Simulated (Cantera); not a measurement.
Charge: 1 mol Ti(OiPr)₄, 0.87 mol CH₄, 4.3 mol H₂, equilibrated at 1.00 bar.

Equilibrium computed with Cantera from the NASA thermochemical tables; the gas is ideal and each condensed phase is pure. Candidate condensed phases: C, C₆H₆, C₇H₈, C₈H₁₈, H₂O, Ti, TiC, TiO, TiO₂, Ti₂O₃, Ti₃O₅, Ti₄O₇; 113 gas species. The feed counts by its element totals alone. TiC: taken at fixed stoichiometry. Kinetics and transport are ignored.

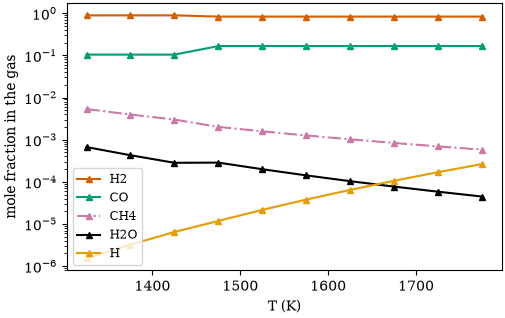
*Equilibrium gas composition (values under 1e-9 drawn at 1e-9)*

From 1325 K to 1425 K the condensed part is C(graphite) + Ti₃O₅(s). From 1475 K to 1775 K the condensed part is C(graphite) + TiC(s).
